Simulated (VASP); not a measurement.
Band structure of Ge (space group I4_1/amd). Computed with r2SCAN meta-GGA, VASP's PBE PAW potentials (set 64) (plane waves; VASP).

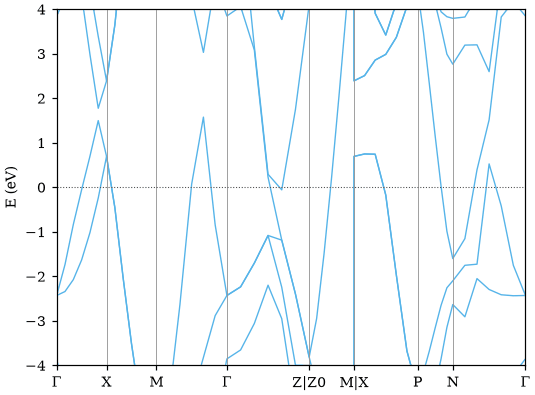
Figure. Bands along high-symmetry lines, zero at the valence-band maximum or, without a gap, the Fermi level

**Question.** Read the plot: is there a gap, and where are the band edges?

**Answer.** It has no gap at this level: it comes out as a metal or semimetal.

The structure comes from a computed database's Ge entry (I4_1/amd); how it stands against other phases isn't given here. It was relaxed first.
